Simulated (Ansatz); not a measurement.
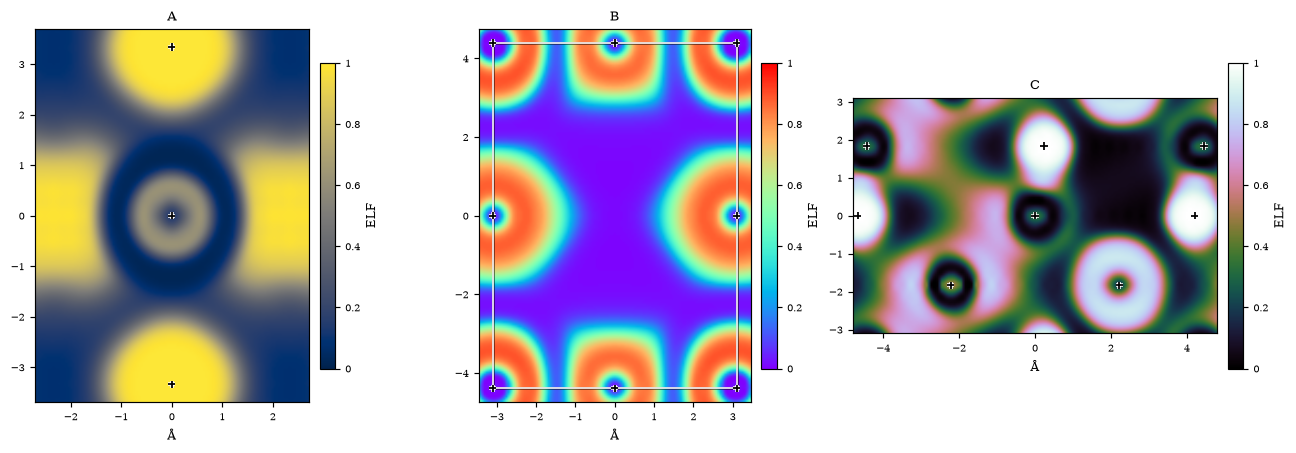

The ELF of 3 systems, each on a plane through atoms (crosses mark nuclei in the plane).

Level of theory: Ansatz, DFT PBE, scalar-relativistic, plane waves, PAW.

System 1: Cs3C2, the (110) plane of the conventional cell. Space group Pm-3m; a structure generated by program, which may or may not match a known phase; spin-polarised.

```
Cs C
1.0
     6.20813    0.00000    0.00000
     0.00000    6.20813    0.00000
     0.00000    0.00000    6.20813
Cs C
3 2
Direct
  0.00000 0.50000 0.50000
  0.50000 0.00000 0.50000
  0.50000 0.50000 0.00000
  0.50000 0.50000 0.50000
  0.00000 0.00000 0.00000
```

System 2: Al3H2Cl, the (110) plane of the conventional cell. Space group P-3m1; a structure generated by program, which may or may not match a known phase.

```
Al H Cl
1.0
     3.17758    0.00000    0.00000
    -1.58879    2.75186    0.00000
     0.00000    0.00000    8.88170
Al H Cl
3 2 1
Direct
  0.33333 0.66667 0.74956
  0.66667 0.33333 0.25044
  0.00000 0.00000 0.50000
  0.66667 0.33333 0.77663
  0.33333 0.66667 0.22337
  0.00000 0.00000 0.00000
```

System 3: Na3H, the (110) plane of the conventional cell. Space group Pm-3m; a structure generated by program, which may or may not match a known phase.

```xyz
4
Lattice="4.7211 0.0000 0.0000 0.0000 4.7211 0.0000 0.0000 0.0000 4.7170" Properties=species:S:1:pos:R:3 pbc="T T T"
Na    0.0000    2.3605    2.3585
Na    2.3605    0.0000    2.3585
Na    2.3605    2.3605    0.0000
H     0.0000    0.0000    0.0000
```

Match each panel to its system.

Panel A is system 3, Na3H: the plane holds Na and H. Na–H (3.34 Å): the ELF climbs to about 1 towards the hydrogen. Panel B is system 1, Cs3C2: the plane holds Cs and C. Cs–C (3.10 Å): the ELF is about 0.15 at the midpoint; no localised pair shows between them. Panel C is system 2, Al3H2Cl: the plane holds Al, H and Cl. Al–H (1.85 Å): the ELF climbs to about 1 towards the hydrogen.
